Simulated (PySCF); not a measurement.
## A study: I4Ti, SMILES `I[Ti](I)(I)I`

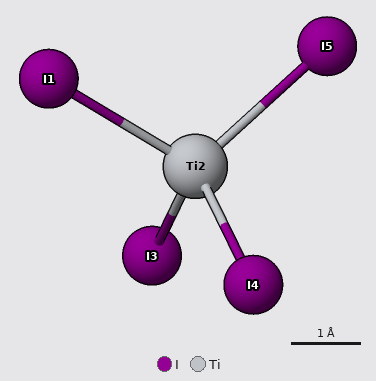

The molecule, with its atoms numbered as below. No frequency check shows the geometry to be a minimum.

Cartesian coordinates (Å):

```
I1      -1.5257    1.5235    1.5278
Ti2     -0.0001    0.0000   -0.0001
I3      -1.5257   -1.5235   -1.5278
I4       1.5258   -1.5278    1.5235
I5       1.5257    1.5279   -1.5235
```

Part 1: Bonding charge

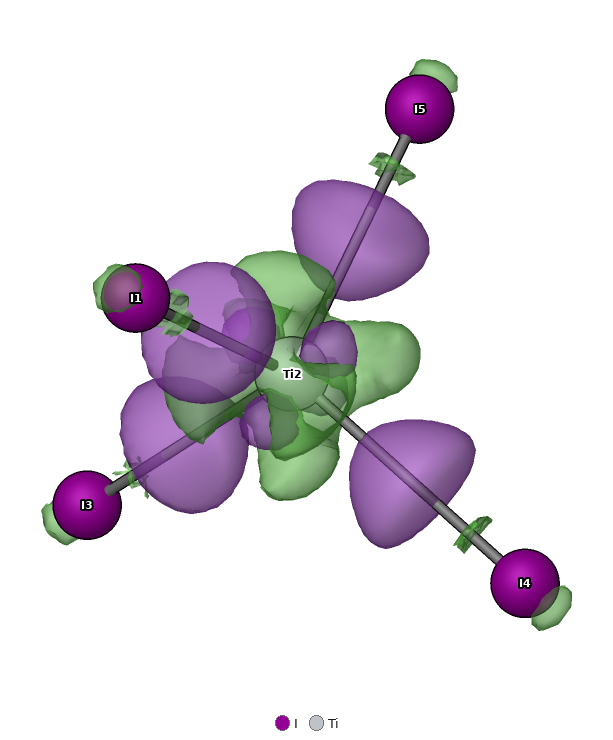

Deformation density (molecule less spherical, spin-averaged free atoms at the same positions), surfaces at ±0.05 e/Å³; purple: gain, green: loss.

PySCF calculation, B3LYP/def2-SVPD, gas phase; geometry: GFN2-xTB. Core potentials replace the inner electrons of I; spin–orbit coupling isn't included. This is a single-reference result, which may miss multireference character in this system.

Question: Describe the bonding that the map shows.

Answer: Ti2–I3, I1–Ti2, Ti2–I5 and Ti2–I4: +0.10 e/Å³ at the bond critical point (bond length 2.64 Å). In all, 0.9 electrons gather in the regions of gain relative to the promolecule. A small or negative value marks a very polar bond, one between electron-rich atoms, whose free-atom densities already overlap strongly, a long bond to a heavier atom, or a closed-shell contact such as a hydrogen bond.

Question: Where do the Hirshfeld charges lie?

Answer: The highest Hirshfeld charge is on Ti2 (+0.25 e), the lowest on I1, I3, I4 and I5 (−0.06 e).

```
atom  charge (e)
  I1       −0.06
 Ti2       +0.25
  I3       −0.06
  I4       −0.06
  I5       −0.06
```

Part 2: Bond critical points

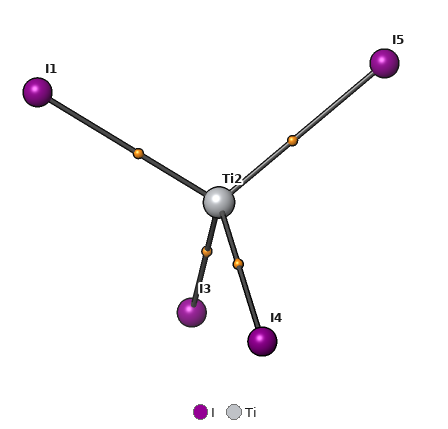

Molecular graph of the electron density (QTAIM): bond paths, bond critical points (orange), ring points (yellow, if any); weak paths are dashed.

Question: How many critical points of each kind are there, and does the count close?

Answer: 5 nuclei, 4 bond, 0 ring and 0 cage critical points: 5 − 4 + 0 − 0 = 1, as the Poincaré–Hopf relation requires.

Question: What does the calculation give at each kind of bond critical point?

Answer:
```json
{"bond": "Ti2–I3 (4 alike)", "length (Å)": "2.642", "ρ (a.u.)": "0.060", "∇²ρ (a.u.)": "+0.07", "ε": "0.00", "H (a.u.)": "−0.015"}
```

Question: What kind of interaction is Ti2–I3?

Answer: Polar or intermediate (positive Laplacian, negative energy density H): ρ = 0.060, ∇²ρ = +0.07, H = −0.015 a.u.

Part 3: Electrostatic potential

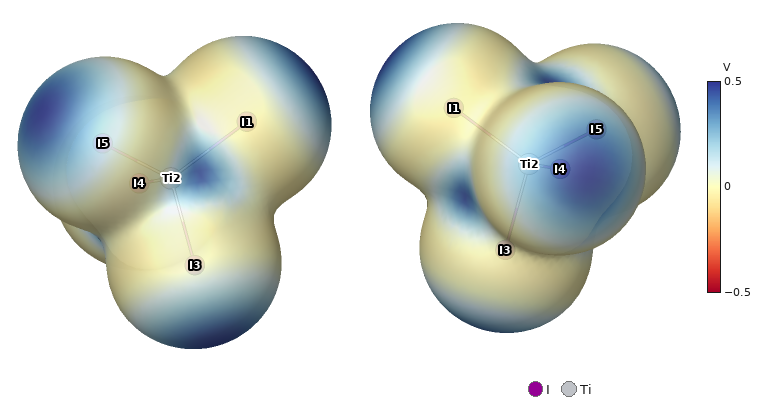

Electrostatic potential on the surface of electron density 0.001 a.u. (back view left, front view right).

Question: Where are the extremes of the potential on the surface?

Answer: Highest: 0.49 V, 2.3 Å from I1, and at like points elsewhere. Lowest: −0.06 V, 2.4 Å from I4, and at like points elsewhere. The surface is sampled at points, so like sites can differ by a few per cent and only the strongest of them is named.

Question: Does I1 carry a σ-hole?

Answer: Yes: a local maximum of +0.49 V lies on the extension of the Ti2–I1 bond.

Part 4: In an electric field

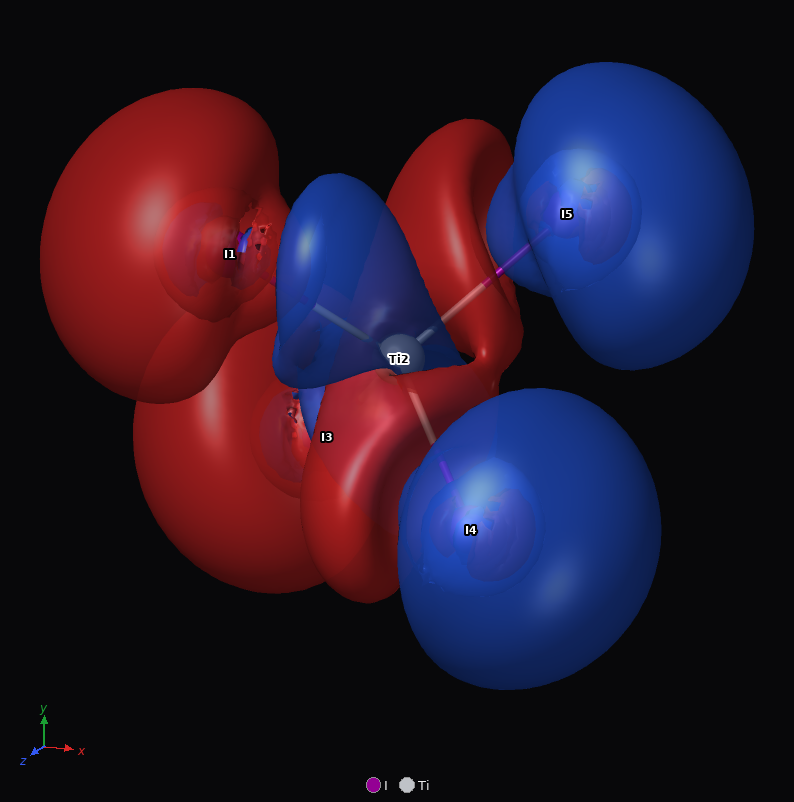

Change of the electron density in a uniform field of 0.21 V/Å, surfaces at ±0.0008 e/Å³ (red: gain, blue: loss).

Method: B3LYP/def2-SVPD; geometry: GFN2-xTB; program: PySCF. Core potentials replace the inner electrons of I; spin–orbit coupling isn't included. This is a single-reference result, which may miss multireference character in this system.

Question: Along which Cartesian direction does the field point?

Answer: Along +x: electrons gather on the −x side, against the field.

Question: How large is the response?

Answer: The induced dipole is 2.10 D (along the field); α along this axis, from the fields in both directions, is 206 bohr³ (30.6 Å³).

Question: Which atoms gain and lose the most charge?

Answer: Electrons gather most on I1 and I3 alike (Hirshfeld charge changes by −0.036 e) and leave I4 and I5 alike most (+0.036 e); 0.126 electrons are displaced in all.

The PySCF runs shown took 30 s and 67 s on 1 thread of Intel(R) Xeon(R) Platinum 8488C (Sapphire Rapids), on a shared host.
